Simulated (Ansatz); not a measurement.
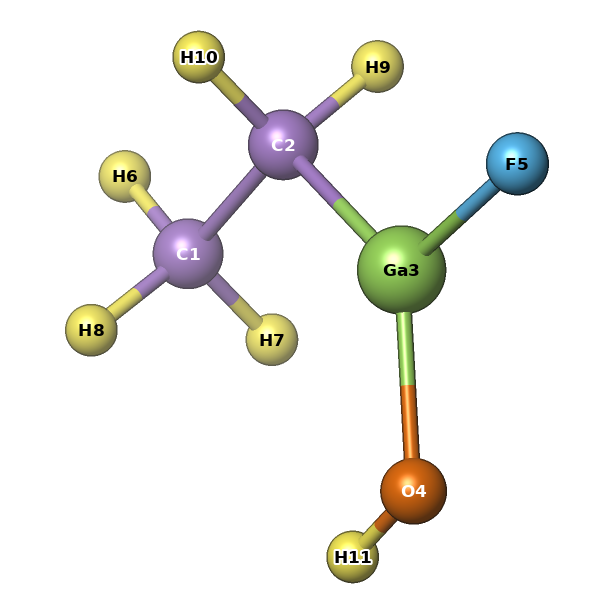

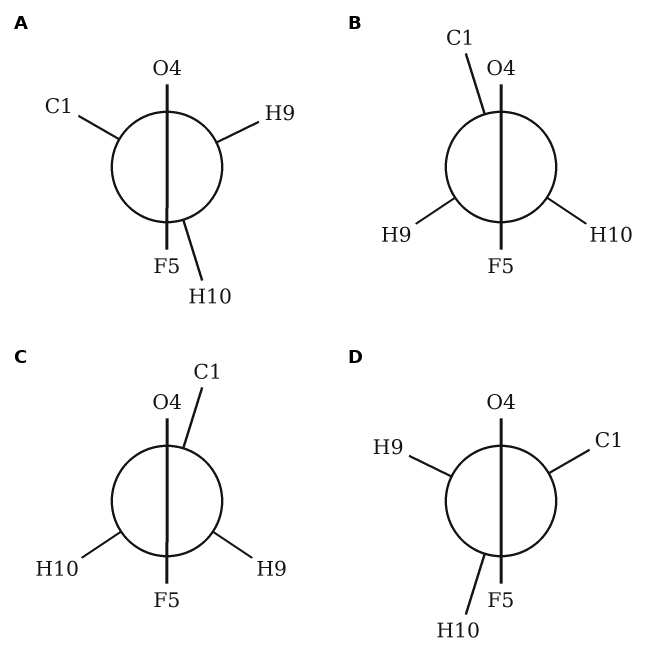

Distant atoms are faded towards the background colour. Bonds that would overlap in a projection are set slightly apart. The computed structure is the end point of a PBE0-D4/def2-TZVP optimisation.

Which Newman projection shows the view along Ga3–C2, with Ga3 in front?

Answer. B. The torsion angle F5–Ga3–C2–C1 is 180°, antiperiplanar (anti).
